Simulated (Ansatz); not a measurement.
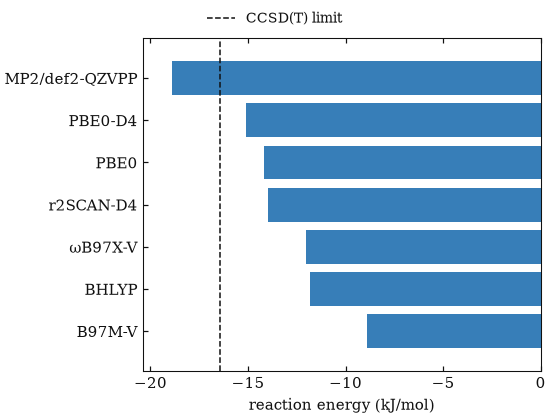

Electronic reaction energy of SnBrF₃ ([F][Sn]([F])([F])[Br]) + HI (I) → SnIF₃ ([F][Sn]([F])([F])[I]) + HBr (Br) (SMILES in brackets) at several levels (functionals in def2-TZVPP unless a basis is named), isolated molecules at PBE0-D4 triple-zeta geometries, minima by their frequencies, no zero-point or thermal terms, the Ansatz code 0.2.0. The line is frozen-core CCSD(T) at the basis limit (MP2 extrapolated from triple and quadruple zeta, plus CCSD(T) less MP2 in a smaller set). No dispersion term is added to PBE0 and BHLYP. The distance of MP2/def2-QZVPP to the limit includes basis error. Core potentials past Kr. The limit lies 5.9 kJ/mol from CCSD(T)/def2-TZVPP, so the line itself is uncertain by a part of that.

Question: What do zero-point energy and temperature add?

Answer: Zero-point change 1.3 kJ/mol; at 298.15 K and 1 bar the CCSD(T) limit plus thermal terms gives an enthalpy of reaction of −14.8 and a free energy of −15.0 kJ/mol (harmonic PBE0-D4 modes, ideal gas).

Question: What range do the values span, the line included?

Answer: From −18.9 kJ/mol (MP2/def2-QZVPP) to −8.9 kJ/mol (B97M-V).

Caveats: no scalar relativity up to krypton; outer-core shells are correlated without core-valence functions, which makes the correlated values less sure; spin-orbit coupling is left out, and with Sn and I it can shift these values.
